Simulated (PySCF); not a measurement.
# TiF₃: ligand-field states

Aim: compute the ligand-field states of TiF₃.

Programs: PySCF 2.14.0, with routines of our own; each step states its level. All values are computed. Atoms count from 0.

## 1. The system as given

4 atoms, charge 0, states of the metal's open shell are computed; geometry from: model start, shaken.

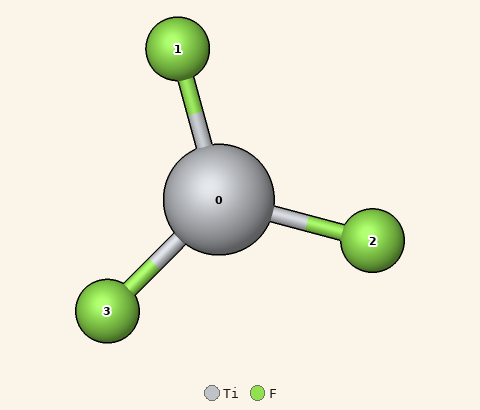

The starting geometry (titanium light grey, fluorine green); sticks join atoms by distance alone.

## 2. Relaxing the molecule at PBE0-D3(BJ)/def2-TZVP

What the job is given:

```
{"job": {"xc": "PBE0", "basis": "def2-TZVP", "d3": "d3bj", "grid": 1, "maxiter": 45, "kind": "geom"}, "charge": 0, "metal": "Ti", "open_shell": "d1"}
Ti     0.000020     0.004480    -0.004110
F      1.776640    -0.006820    -0.014870
F     -0.894100     1.570290    -0.007380
F     -0.904310    -1.542840     0.005350
```

Run with:

```console
> OMP_NUM_THREADS=1 python lf_run.py task.json out
```

The driver reads the jobs from task.json and runs them one after another.

Log:

```text
step   0  E = -1148.85355443  max force = 0.014653
step   1  E = -1148.85443389  max force = 0.001838
step   2  E = -1148.85444400  max force = 0.000183
optimisation converged
```

Wall time 13 s (1 thread of Intel Xeon 6975P-C, shared host); peak memory 0.53 GiB.

Along the way:

```
step  energy from step 0 (eV)  largest force component (eV/Å)
   0                   0.0000                          0.7535
   1                  -0.0239                          0.0945
   2                  -0.0242                          0.0094
```

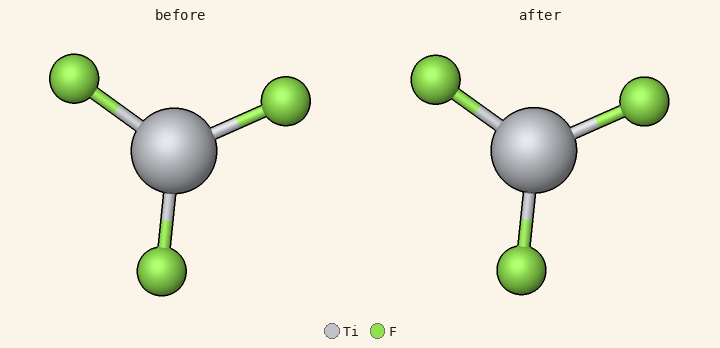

The geometry before (left) and after (right).

Close pairs (by a distance rule), those that changed most:

```
  bond  before (Å)  after (Å)  change (Å)
Ti0–F2       1.803      1.770      -0.033
Ti0–F3       1.792      1.770      -0.022
Ti0–F1       1.777      1.769      -0.008
```

The next job starts from the end point, and lists it.

```
                         at the end point                value
  point group (found at 0.08 Å tolerance)                  D3h
rotational constants (GHz, main isotopes)  5.681, 5.644, 2.831
                        dipole moment (D)                 0.01
                                     ⟨S²⟩                0.752
```

## 3. Ligand-field states: state-averaged CASSCF

What the job is given:

```
{"job": {"kind": "lf", "basis": {"metal": "x2c-TZVPall", "ligand": "x2c-SVPall"}, "nevpt": true}, "charge": 0, "metal": "Ti", "open_shell": "d1"}
Ti     0.000000     0.000000     0.000000
F      1.769685     0.000009     0.000000
F     -0.884850     1.532588    -0.000000
F     -0.884835    -1.532596     0.000000
```

Method: state-averaged CASSCF of the metal d shell, SC-NEVPT2 on the averaged canonical orbitals, state-interaction spin-orbit coupling.

Log:

```text
basis functions 90, electrons 49, active (1e, 5o)
stage 1: DIIS on the effective Fock matrix, level shift 0.30
cycle   1  E = -1150.8887890799  dE = -1.151e+03  max|g| = 5.124e-01
cycle   2  E = -1151.0521360463  dE = -1.633e-01  max|g| = 5.831e-01
cycle   3  E = -1151.1889895848  dE = -1.369e-01  max|g| = 2.577e-01
cycle   4  E = -1151.2716692620  dE = -8.268e-02  max|g| = 8.857e-02
cycle   5  E = -1151.2852822247  dE = -1.361e-02  max|g| = 1.981e-02
cycle   6  E = -1151.2870223156  dE = -1.740e-03  max|g| = 1.558e-02
cycle   7  E = -1151.2874670771  dE = -4.448e-04  max|g| = 7.753e-03
cycle   8  E = -1151.2875716931  dE = -1.046e-04  max|g| = 1.952e-03
cycle   9  E = -1151.2875882645  dE = -1.657e-05  max|g| = 1.352e-03
cycle  10  E = -1151.2875922732  dE = -4.009e-06  max|g| = 5.879e-04
cycle  11  E = -1151.2875930329  dE = -7.597e-07  max|g| = 2.705e-04
cycle  12  E = -1151.2875931779  dE = -1.450e-07  max|g| = 1.436e-04
cycle  13  E = -1151.2875931994  dE = -2.155e-08  max|g| = 9.644e-05
cycle  14  E = -1151.2875932044  dE = -4.975e-09  max|g| = 6.017e-05
cycle  15  E = -1151.2875932062  dE = -1.857e-09  max|g| = 3.704e-05
cycle  16  E = -1151.2875932069  dE = -6.557e-10  max|g| = 1.988e-05
cycle  17  E = -1151.2875932071  dE = -2.442e-10  max|g| = 1.046e-05
cycle  18  E = -1151.2875932072  dE = -8.072e-11  max|g| = 7.909e-06
converged average energy = -1151.2875932072

 mult deg   label        CASSCF/cm-1   NEVPT2/cm-1
   2   1   2A1'                0.0           0.0
   2   2   2E''             3426.1        5769.1
   2   2   2E'             20165.4       23368.7

spin-orbit levels / cm-1
      0.00  x2  2A1' 1.00
   5710.26  x2  2E'' 1.00
   5838.32  x2  2E'' 1.00
  23272.99  x2  2E' 1.00
  23473.05  x2  2E' 1.00
```

Wall time 1.4 s (1 thread of Intel Xeon 6975P-C, shared host); peak memory 0.44 GiB.

From this job:

```
             quantity     value
spin-orbit constant ζ  120 cm⁻¹
```

Powder susceptibility:

```
T (K)  χT (cm³ K/mol)  μ(eff)
    2           0.349    1.67
    5           0.349    1.67
   10           0.350    1.67
   20           0.351    1.68
   30           0.353    1.68
   50           0.356    1.69
   75           0.359    1.69
  100           0.362    1.70
  150           0.369    1.72
  200           0.376    1.73
  250           0.383    1.75
  300           0.390    1.76
```

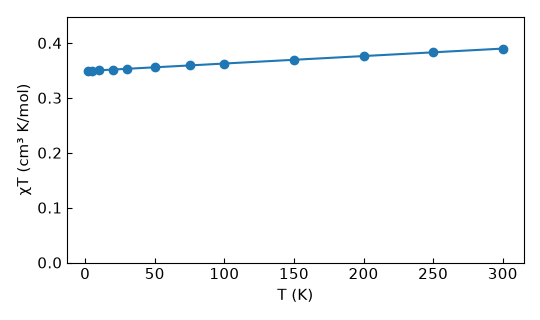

χT against temperature.

The fields below are evaluated on a grid from the run's orbitals.

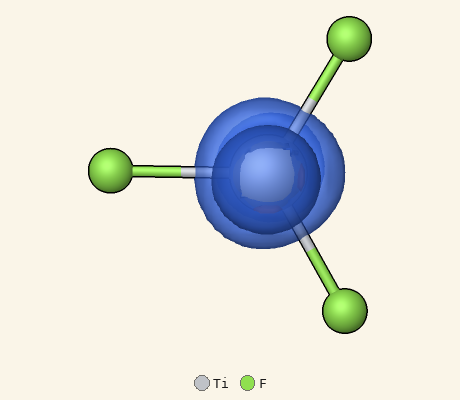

Spin density at ±0.07 e/Å³ (alpha excess blue, beta excess red).

In these pictures sticks join atoms by distance alone, so bonds to metals can be missing or extra.

## 4. Ligand-field states: state-averaged CASSCF (basis x2c-TZVPall)

What the job is given:

```
{"job": {"kind": "lf", "basis": "x2c-TZVPall", "nevpt": true}, "charge": 0, "metal": "Ti", "open_shell": "d1"}
Ti     0.000000     0.000000     0.000000
F      1.769685     0.000009     0.000000
F     -0.884850     1.532588    -0.000000
F     -0.884835    -1.532596     0.000000
```

Level: state-averaged CASSCF of the metal d shell, SC-NEVPT2 on the averaged canonical orbitals, state-interaction spin-orbit coupling.

Log:

```text
basis functions 141, electrons 49, active (1e, 5o)
stage 1: DIIS on the effective Fock matrix, level shift 0.30
cycle   1  E = -1151.2525231774  dE = -1.151e+03  max|g| = 4.363e-01
cycle   2  E = -1151.4269216493  dE = -1.744e-01  max|g| = 5.670e-01
cycle   3  E = -1151.5597206420  dE = -1.328e-01  max|g| = 2.226e-01
cycle   4  E = -1151.6402194549  dE = -8.050e-02  max|g| = 9.720e-02
cycle   5  E = -1151.6560372373  dE = -1.582e-02  max|g| = 1.867e-02
cycle   6  E = -1151.6584522780  dE = -2.415e-03  max|g| = 1.251e-02
cycle   7  E = -1151.6590439456  dE = -5.917e-04  max|g| = 7.649e-03
cycle   8  E = -1151.6591976480  dE = -1.537e-04  max|g| = 1.581e-03
cycle   9  E = -1151.6592234698  dE = -2.582e-05  max|g| = 9.239e-04
cycle  10  E = -1151.6592289845  dE = -5.515e-06  max|g| = 5.160e-04
cycle  11  E = -1151.6592302252  dE = -1.241e-06  max|g| = 2.731e-04
cycle  12  E = -1151.6592304751  dE = -2.499e-07  max|g| = 1.408e-04
cycle  13  E = -1151.6592305150  dE = -3.994e-08  max|g| = 7.465e-05
cycle  14  E = -1151.6592305207  dE = -5.630e-09  max|g| = 3.992e-05
cycle  15  E = -1151.6592305219  dE = -1.205e-09  max|g| = 1.991e-05
cycle  16  E = -1151.6592305222  dE = -3.013e-10  max|g| = 1.148e-05
cycle  17  E = -1151.6592305223  dE = -1.053e-10  max|g| = 6.642e-06
converged average energy = -1151.6592305223

 mult deg   label        CASSCF/cm-1   NEVPT2/cm-1
   2   1   2A1'                0.0           0.0
   2   2   2E''             3464.5        5668.5
   2   2   2E'             20297.3       23080.2

spin-orbit levels / cm-1
      0.00  x2  2A1' 1.00
   5609.81  x2  2E'' 1.00
   5737.65  x2  2E'' 1.00
  22985.42  x2  2E' 1.00
  23183.72  x2  2E' 1.00
```

It took 2.3 s on 1 thread of Intel Xeon 6975P-C, shared host; peak memory 0.44 GiB.

Key values:

```
             quantity     value
spin-orbit constant ζ  119 cm⁻¹
```

Powder susceptibility:

```
T (K)  χT (cm³ K/mol)  μ(eff)
    2           0.349    1.67
   20           0.351    1.68
  100           0.362    1.70
  300           0.390    1.77
```

## 5. Ligand field across the series

From the NEVPT2 states (cm⁻¹; the spread is that of the fitted one-electron ligand-field levels):

```
step            setting  ground state    next state  orbital spread    ζ  μ(eff), 300 K
   3           as given          2A1'  2E'' at 5769           23369  120           1.76
   4  basis x2c-TZVPall          2A1'  2E'' at 5668           23080  119           1.77
```

## 6. Results

| quantity | value |
| --- | --- |
| point group | D3h |
| rotational constants (main isotopes) | 5.68, 5.64, 2.83 GHz |
| spin-orbit constant ζ (step 3, state-averaged CASSCF) | 120 cm⁻¹ |
| ground multiplicity, μ(eff) at 300 K (step 3, 3 donors at 1.77 Å) | 2, 1.76 μB |
| ground multiplicity, μ(eff) at 300 K (step 4, 3 donors at 1.77 Å) | 2, 1.77 μB |

Relaxing lowered the energy by 0.024 eV in 2 steps; the close pair that moved most is Ti0–F2, from 1.803 to 1.770 Å. In step 3, χT goes from 0.35 at 2 K to 0.39 cm³ K/mol at 300 K, as higher levels fill or mix in.
